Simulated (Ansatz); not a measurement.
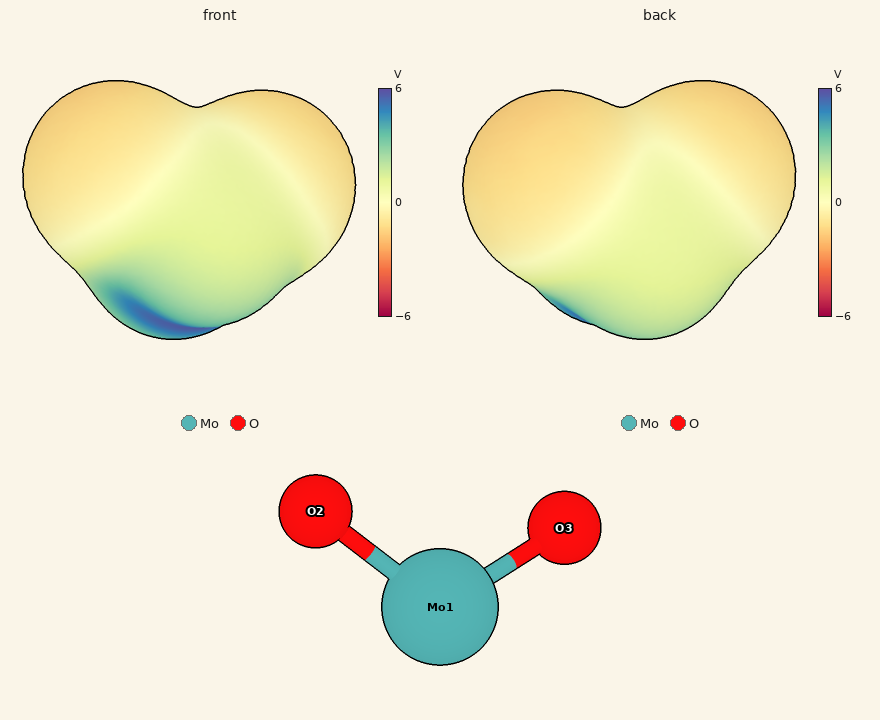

MoO$_{2}$ (triplet). The molecular electrostatic potential painted on the density surface at 0.002 e/bohr³, seen from the front and from behind; red is negative and blue positive. The bare structure is drawn below in the same view.

Geometry: r2SCAN-D4/def2-TZVP; core potentials replace the inner electrons of Mo.

Computed with UKS PBE0-D4/def2-TZVP in Ansatz 0.2.0.

> Where is the surface potential most negative and most positive?

The most negative region (about −1.5 V) lies over O2 and O3, the most positive (about +5.5 V) over Mo1.
